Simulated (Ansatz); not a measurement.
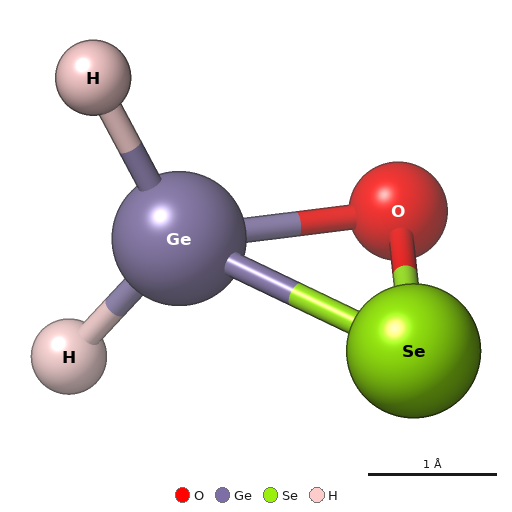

Atoms fade into the background with distance from the viewer. The geometry was computed by an optimisation with PBE-D4/def2-SVP. No frequency run is at hand to confirm it as a minimum. Masses are those of the most abundant isotopes; constants are for the rigid equilibrium geometry.

Question: What kind of rotor is it, and what are its rotational constants in MHz?

Answer: An asymmetric top (Cs): A = 13842, B = 2321, C = 2044 MHz. Ray's parameter κ is −0.95, close to the prolate limit.
